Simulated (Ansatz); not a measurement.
Fields on a plane of SrMoO3 (cubic perovskite)

```xyz
5
Lattice="3.9172 0.0000 0.0000 0.0000 3.9172 0.0000 0.0000 0.0000 3.9172" Properties=species:S:1:pos:R:3 pbc="T T T"
Sr     1.9586     1.9586     1.9586
Mo     0.0000     0.0000     0.0000
O      1.9586     0.0000     0.0000
O      0.0000     1.9586     0.0000
O      0.0000     0.0000     1.9586
```

The slice is a {210} plane (indices of the conventional cell) through the point (0.500, 0.500, 0.500) (fractional), spanned by u = [100] and v = [021] in vectors of this cell: u (3.92 Å) and v (8.76 Å, at 90° to u). It covers one period; positions are fractions (u, v).

Atoms on it: Sr at (0.00, 0.00); O at (0.50, 0.50). Other atoms lie within 1 Å of the plane.

The numbers are results of LDA (plane waves to 420 eV, PAW, scalar-relativistic; Ansatz, a program for electronic structure), not measurements. k mesh 12×12×12. Inside the PAW spheres the values are not all-electron values, and peaks at nuclei hang on which shells count as valence. SrMoO3 is run without spin polarisation and with no Hubbard U. SrMoO3 was relaxed with its symmetry unable to fall.

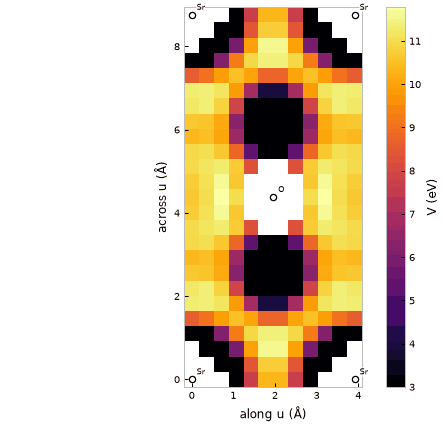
Fig. 1. Electrostatic potential energy of an electron, from the cell's mean, in eV, one period of the plane, atoms marked. Points within 0.8 Å of a nucleus are left white, as the pseudised field means little there. Values under 3 eV are set to 3. The zero, the cell's mean, hangs on the PAW cores.

```
|%%%%**==..    ..==**%%|
|##**++::........::++**|
|==--::::::----::::::--|
|::....::========::....|
|::::::--==++++==--::::|
|==------==++++==------|
|++==----++****++----==|
|====----==++++==----==|
|----::--==++++==--::--|
|....::--++****++--::..|
|    ::==##@@@@##==::  |
|    ::==%%@@@@%%==::  |
|    ::==##@@@@##==::  |
|....::--++****++--::..|
|----::--==++++==--::--|
|====----==++++==----==|
|++==----++****++----==|
|==------==++++==------|
|::::::--==++++==--::::|
|::....::========::....|
|==--::::::----::::::--|
|##**++::........::++**|
|%%%%**==..    ..==**%%|
|**%%##==..    ..==##%%|
```
Scale: ten equal steps from -1.46 (start of ' ') to 0.85 (end of '@'), in the order ' .:-=+*#%@'. Values: log₁₀ of the valence density in e/Å³. The map has 11 points along u (two characters each, u = 0 at the left) and 24 along v (v = 0 in the bottom row). The scale is logarithmic, as a density can span decades between atoms and voids.
